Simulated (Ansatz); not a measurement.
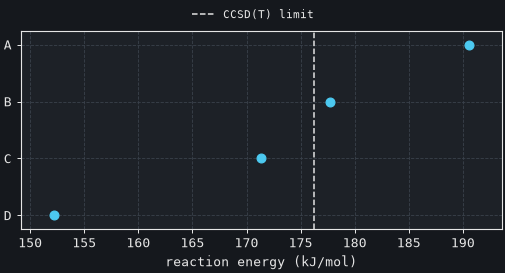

Electronic reaction energy of Si₂H₄OF₂ (O[SiH](F)[SiH2]F) → SiH₂OF₂ (O[SiH](F)F) + SiH₂ ([SiH2]) [singlet] (SMILES in brackets) at several levels (functionals in def2-TZVPP unless a basis is named), isolated molecules at PBE0-D4 triple-zeta geometries, minima by their frequencies, no zero-point or thermal terms, the Ansatz code. The line is frozen-core CCSD(T) at the basis limit (MP2 extrapolated from triple and quadruple zeta, plus CCSD(T) less MP2 in a smaller set). The distance of SCS-MP2/def2-QZVPP to the limit includes basis error. The limit lies 9.6 kJ/mol from CCSD(T)/def2-TZVPP, so the line itself is uncertain by a part of that.

> The letters stand for BHLYP, HF/def2-QZVPP, MP2/def2-limit and SCS-MP2/def2-QZVPP. Which is which?

A: MP2/def2-limit (190.5 kJ/mol); B: SCS-MP2/def2-QZVPP (177.8 kJ/mol); C: BHLYP (171.4 kJ/mol); D: HF/def2-QZVPP (152.2 kJ/mol).

Known limits of this run: one conformer of each flexible molecule.
